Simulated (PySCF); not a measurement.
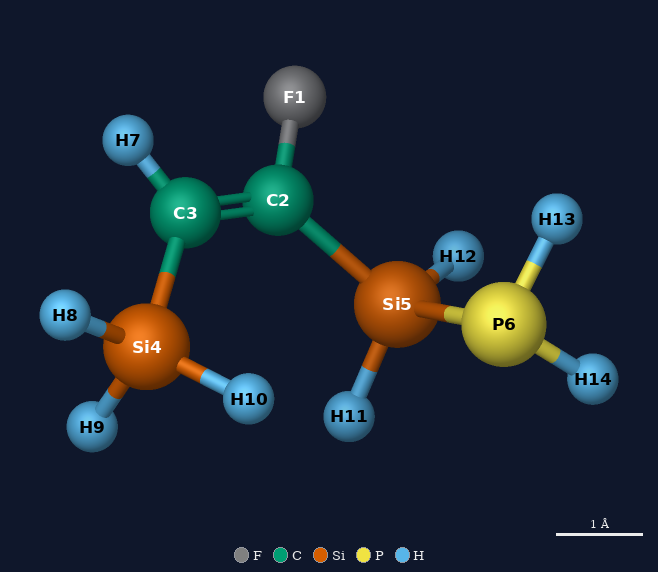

Orthographic view with a scale bar. The computed structure is the end point of a GFN2-xTB optimisation. No frequency run is at hand to confirm it as a minimum.

Write Cartesian coordinates in Å in the frame of the picture: x to the right, y up, z towards the viewer, origin at the mean of the atomic positions.

```xyz
14
C2H8FPSi2
F   -0.14   2.24  -1.28
C   -0.34   1.03  -0.67
C   -1.42   0.88   0.08
Si  -1.88  -0.68   1.01
Si   1.06  -0.19  -1.06
P    2.30  -0.42   0.79
H   -2.09   1.73   0.16
H   -2.83  -0.31   2.06
H   -2.51  -1.62   0.08
H   -0.68  -1.29   1.60
H    0.49  -1.50  -1.39
H    1.77   0.38  -2.21
H    2.93   0.81   0.69
H    3.35  -1.06   0.14
```
